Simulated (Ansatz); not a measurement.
Fields on a plane of MgF2 (rutile)

```
MgF2
1.0
    4.63887     0.00000     0.00000
    0.00000     4.63887     0.00000
    0.00000     0.00000     3.06237
Mg F
2 4
Direct
  0.00000   0.00000   0.00000
  0.50000   0.50000   0.50000
  0.30340   0.30340   0.00000
  0.80340   0.19660   0.50000
  0.19660   0.80340   0.50000
  0.69660   0.69660   0.00000
```

The slice is a (010) plane (indices of the conventional cell) through the point (0.697, 0.697, 0.000) (fractional), spanned by u = [001] and v = [100] in vectors of this cell: u (3.06 Å) and v (4.64 Å, at 90° to u). It covers one period; positions are fractions (u, v).

Atoms on it: F at (0.00, 0.00). Other atoms lie within 1 Å of the plane.

Computed with PBEsol (plane waves to 420 eV, PAW, scalar-relativistic; Ansatz, a quantum-chemistry and plane-wave program). k mesh 7×7×11. Inside the PAW spheres the values are not all-electron values, and peaks at nuclei hang on which shells count as valence. MgF2 was relaxed with its symmetry unable to fall.

```
v \ u  0.00  0.12  0.25  0.38   0.50  0.62  0.75  0.88
-----  ----  ----  ----  ----  -----  ----  ----  ----
0.88      x     x   3.0   0.1  <-1.0   0.1   3.0     x
0.75    6.7   5.9   3.4  -0.3  <-1.0  -0.3   3.4   5.9
0.62    7.0   6.6   5.5   3.9      x   3.9   5.5   6.6
0.50    6.8   6.9   6.2     x      x     x   6.2   6.9
0.38    5.7   6.2   6.9   7.0      x   7.0   6.9   6.2
0.25    6.1   6.3   7.1   7.7    7.9   7.7   7.1   6.3
0.12      x     x   6.3   7.1    7.0   7.1   6.3     x
0.00      x     x     x   4.7    3.9   4.7     x     x
```

Values: electrostatic potential energy of an electron, from the cell's mean, in eV. Points within 0.8 Å of a nucleus are blanked (x), as the pseudised field means little there. Values under -1 eV are set to -1. The zero, the cell's mean, hangs on the PAW cores.

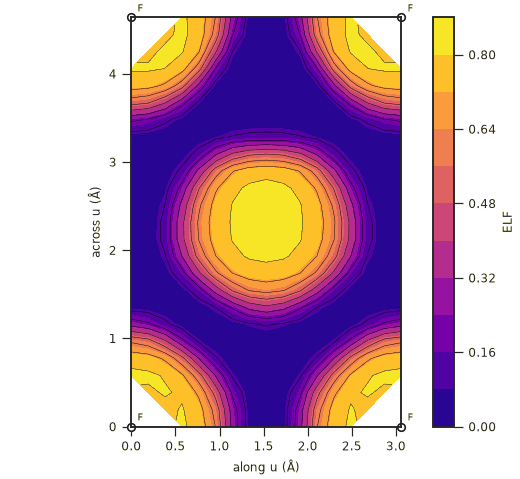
*Electron localisation function (ELF), one period of the plane, atoms marked. Points within 0.4 Å of a nucleus are left white, as the pseudised field means little there.*
